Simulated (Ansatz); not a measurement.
System (SMILES): [BH]N (BH-NH2), doublet.
Atoms: B1, N2, H3, H4, H5. Bonds: B1-N2, B1-H3, N2-H4, N2-H5.

Basis-set convergence of the lowest harmonic wavenumber at PBE with Ansatz (a program for electronic structure). Each level at its own minimum, finite differences of forces, unscaled; the reference is a large set that could be run, not a limit. Cartesian d functions, on some or all atoms, in 6-31+G*, 6-31G**; all else is spherical. The program fits the integrals of some runs and decomposes those of others, by size. Core-valence sets carry the plain set on hydrogen. Open shells are unrestricted. No added dispersion term, no relativity. Reference: the value in aug-pcseg-2, 594 cm⁻¹, itself unsure by roughly 4 cm⁻¹ (its mean distance from aug-cc-pVTZ, def2-TZVPPD). Deviations are taken from unrounded values.

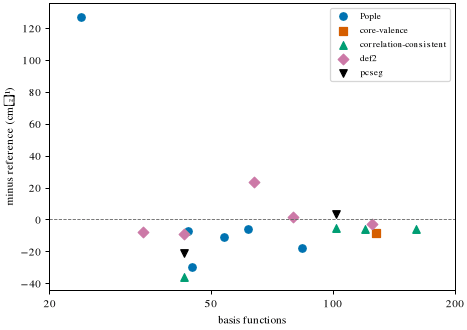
Deviation from the reference against the number of basis functions, by family of sets.

| basis | functions | lowest harmonic wavenumber (cm⁻¹) | minus reference (cm⁻¹) |
|---|---|---|---|
| 3-21G | 24 | 721 | 127 |
| def2-SV(P) | 34 | 585 | -8 |
| cc-pVDZ | 43 | 557 | -36 |
| def2-SVP | 43 | 585 | -9 |
| pcseg-1 | 43 | 573 | -21 |
| 6-31+G* | 44 | 586 | -7 |
| 6-31G** | 45 | 564 | -30 |
| 6-311G** | 54 | 583 | -11 |
| 6-311+G** | 62 | 588 | -6 |
| def2-SVPD | 64 | 617 | 23 |
| def2-TZVP | 80 | 595 | 1 |
| 6-311++G(2d,2p) | 84 | 576 | -18 |
| cc-pVTZ | 102 | 588 | -5 |
| pcseg-2 | 102 | 597 | 4 |
| jun-cc-pV(T+d)Z | 120 | 588 | -6 |
| def2-TZVPPD | 125 | 591 | -3 |
| cc-pCVTZ | 128 | 585 | -8 |
| aug-cc-pVTZ | 161 | 588 | -6 |
